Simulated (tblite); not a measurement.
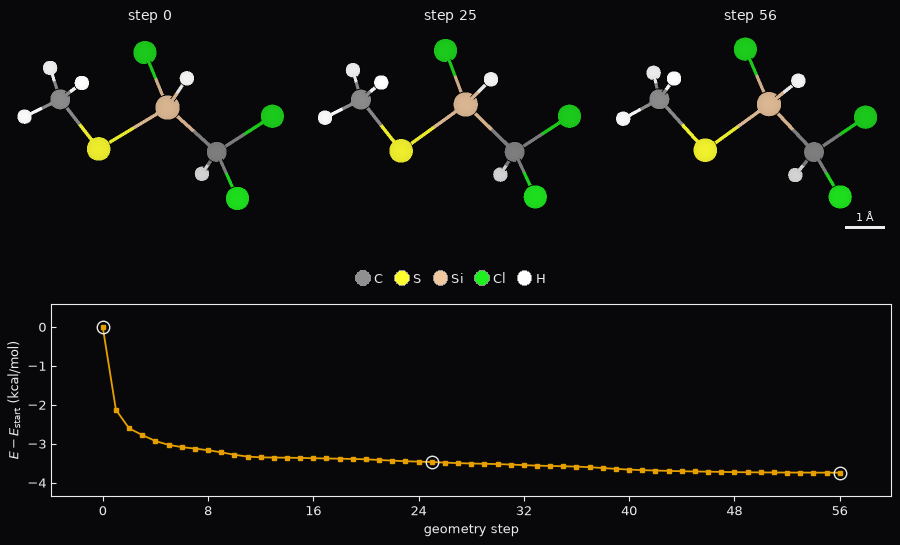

Frames of a relaxation of C2H5Cl3SSi, marked on the history of the run. The picture is a ball-and-stick view, seen at a tilt.

Computed with GFN2-xTB geometry optimisation, gas phase (tblite 0.8.0). 

Describe the path.

Answer. Over 56 geometry steps the energy falls by 3.74 kcal/mol. The largest move after the best rigid fit is that of the S atom, 0.32 Å. By element the largest moves are S 0.32 Å, H 0.31 Å, Cl 0.30 Å, Si 0.21 Å, C 0.09 Å. Among the contacts that change: C–Si 1.847 → 1.919 Å, Cl–Si 2.047 → 2.008 Å, H–Si 1.491 → 1.455 Å, C–Cl 1.794 → 1.776 Å. Bond angles that change, for instance: S–Si–C 111.6° → 105.1°, C–Si–H 113.3° → 108.0°, S–Si–H 107.3° → 112.5°. Groups turn about S–Si by about 20°. The run took 0.93 s on 1 thread of Arm Neoverse N1 (shared host). From step 0 to 25: an H atom moves most (0.13 Å), energy −3.47 kcal/mol. From step 25 to 56: S and Cl atoms move most (0.22 Å), energy −0.27 kcal/mol.

```csv
step,"E − E(0), kcal/mol"
0,0.00
1,-2.13
2,-2.60
3,-2.77
4,-2.93
5,-3.03
6,-3.08
7,-3.12
8,-3.16
9,-3.22
10,-3.28
12,-3.35
15,-3.36
17,-3.38
20,-3.40
22,-3.43
25,-3.47
27,-3.50
29,-3.51
32,-3.55
34,-3.57
37,-3.60
39,-3.64
41,-3.68
44,-3.70
46,-3.72
49,-3.73
51,-3.74
54,-3.74
56,-3.74
```
